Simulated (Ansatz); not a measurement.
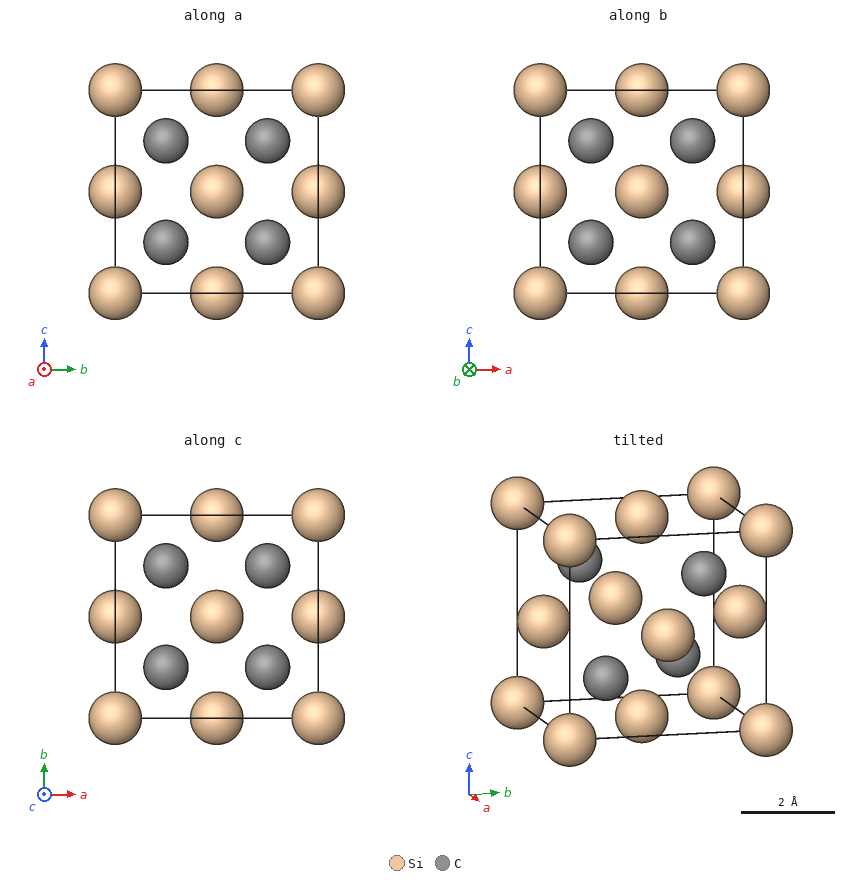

The structure above is drawn in spheres-only style and viewed along the a axis, along the b axis, along the c axis and slightly off an axis. The wireframe shows the conventional unit cell.

Lattice parameters: a = 4.380 Å, b = 4.380 Å, c = 4.380 Å, α = 90.00°, β = 90.00°, γ = 90.00°.

Q: Give the atomic positions as a table of Wyckoff sites.

A: Space group F-43m (No. 216).
```
atom  site       x       y       z
  Si    4a  0.0000  0.0000  0.0000
   C    4d  0.2500  0.2500  0.7500
```

Starting structure: a structure type filled with these elements by a generator (whether the compound takes this form wasn't checked). The geometry is the end of a relaxation with DFT, PBE, PAW with Ansatz's default frozen-core files, scalar-relativistic (Ansatz).
